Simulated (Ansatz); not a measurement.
```xyz
14

C     0.1097    0.4465   -2.2462
C    -0.3374   -0.6347   -3.0831
C    -0.0470   -1.8755   -2.5548
C     0.7361   -0.0047   -1.0717
N    -0.0221    1.7802   -2.6152
S     0.7705   -1.7548   -1.0415
Si    1.4887    1.0144    0.2888
H     0.0440    2.4546   -1.8490
H    -0.8111    1.9819   -3.2315
H    -0.8503   -0.4873   -4.0442
H    -0.2767   -2.8588   -2.9836
H     1.4032    0.2850    1.6011
H     2.9309    1.3805    0.0476
H     0.7175    2.3102    0.3915
```

Geometry: PBE-D3(BJ)/def2-SVP.

These are results of isolated molecule in a Gaussian basis; Kohn-Sham density functional theory, functional PBE0 in Ansatz 0.2.0, not measurements.

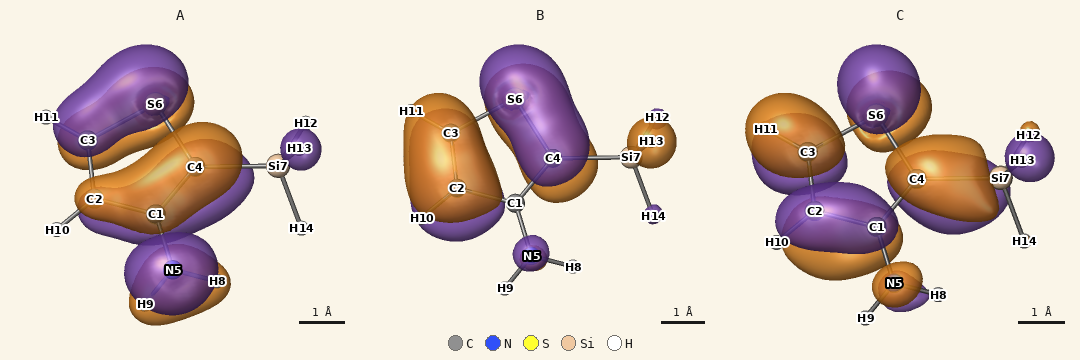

C₄H₇NSSi (SMILES Nc1ccsc1[SiH3]). Three frontier orbitals at ±0.08 Å⁻³ᐟ² (orange and purple are the two phases), in no order.

> Which picture is the HOMO−1, the HOMO and the LUMO?

B is the HOMO−1 (−7.03 eV). By Hirshfeld shares it lies mainly on C2 (about 30 %), S6 (about 25 %), C3 (about 20 %) and C4 (about 15 %). A is the HOMO (−6.02 eV). It lies mainly on N5 (about 25 %), C4 (about 20 %), S6 (about 20 %), C1 (about 15 %) and C3 (about 10 %). C is the LUMO (−0.72 eV). It lies mainly on C3 (about 25 %), S6 (about 20 %), C4 (about 15 %), C2 (about 10 %), C1 (about 10 %) and Si7 (about 10 %).

> What is the HOMO–LUMO gap?

5.30 eV between the orbital energies.
